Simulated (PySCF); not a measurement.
H6O3Si3 (cyclo-(H2SiO)3)

Input file:

```
{"job": {"kind": "nmr", "xc": "PBE0", "basis": "pcSseg-1"}, "charge": 0, "multiplicity": 1}
Si    -1.127366     1.323563    -0.167188
H     -1.071226     2.306341    -1.280210
H     -2.251905     1.616190     0.757999
O      0.305308     1.354844     0.677024
Si     1.503027     0.223472     0.902740
H      1.668674    -0.035548     2.356100
H      2.767716     0.706916     0.290978
O      1.017865    -1.171893     0.139246
Si    -0.348272    -1.568928    -0.721148
H      0.033885    -1.976670    -2.097406
H     -1.080861    -2.653175    -0.017524
O     -1.301355    -0.207874    -0.789630
```

Launched as:

```sh
OMP_NUM_THREADS=1 python probes_run.py task.json out
```

Geometry: PBE0-D3(BJ)/def2-SVP.

The calculation used PBE0/pcSseg-1, SCF density, gas phase, non-relativistic in PySCF 2.14.0.

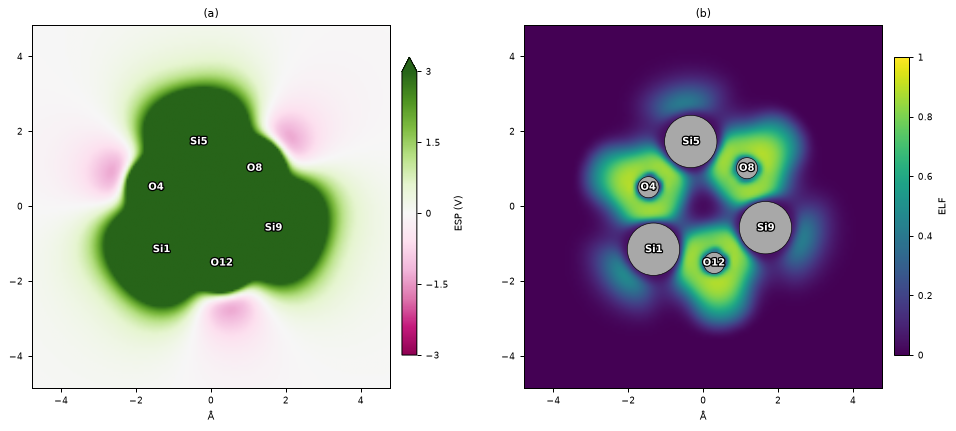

Figure 1. (a) molecular electrostatic potential; (b) ELF on the plane of atoms Si5, O8 and Si9. Grey discs cover the atomic cores in the ELF map.

Question: Describe what can be read from this map.

Answer:
- The section cuts through Si and O sites.
- Si–O (1.66 Å): the ELF peaks at about 0.85 between the atoms; a shared but strongly polarised pair.
- The ELF also peaks beside O12, O4 and O8, away from the bonds: lone-pair regions.
- Outside the dense part of the molecule the potential is most negative (−1.3 V) near O4, O8 and O12.

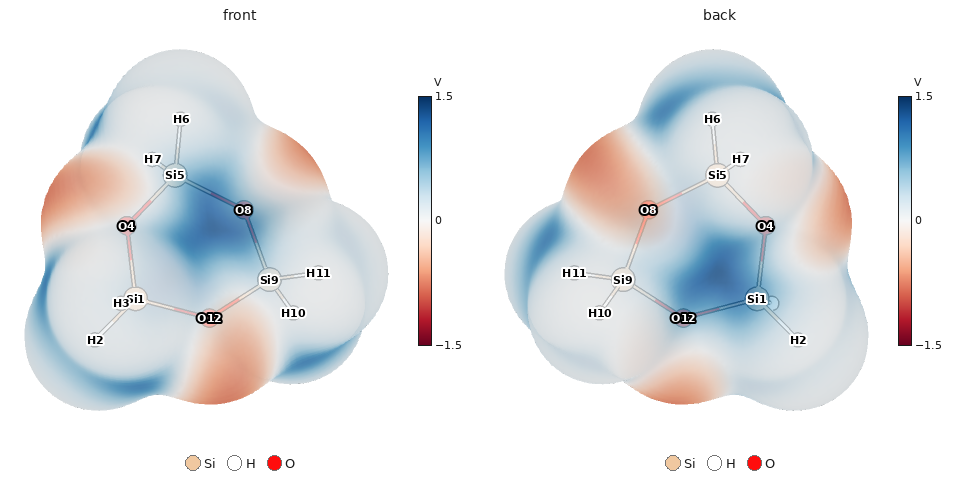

Figure 2. The molecular electrostatic potential painted on the density surface at 0.001 e/bohr³, seen from the front and from behind; red is negative and blue positive.

Question: Which sites attract a positive test charge, and which a negative one?

Answer: A positive charge is drawn to the negative regions and a negative charge to the positive ones. The most negative region (about −0.7 V) lies over O4, O8 and O12, the most positive (about +1.2 V) over Si1, Si5 and Si9.

Question: What dipole moment does the calculation give?

Answer: Its dipole moment is zero.
